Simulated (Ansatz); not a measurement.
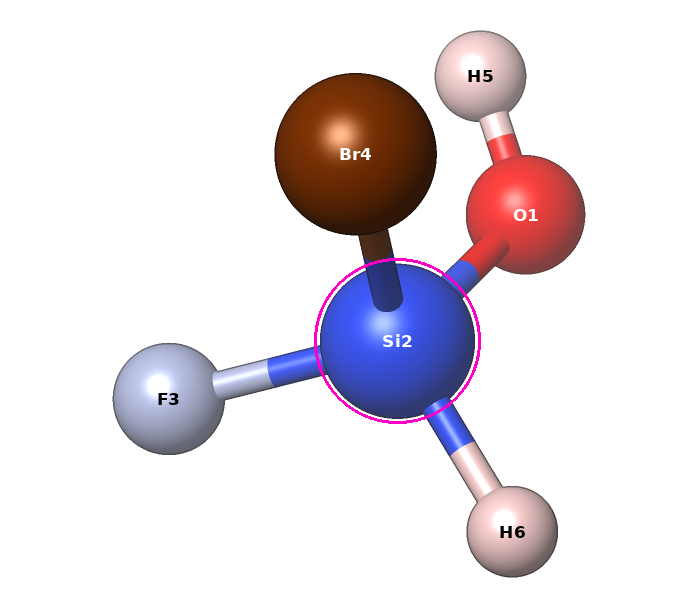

Distant atoms are faded towards the background colour. Circles mark the stereogenic atoms. Computed geometry: PBE-D4/def2-SVP optimisation. No frequency run is at hand to confirm it as a minimum.

What are the Cahn–Ingold–Prelog descriptors?

Si2: R (priorities Br4 > F3 > O1 > H6).
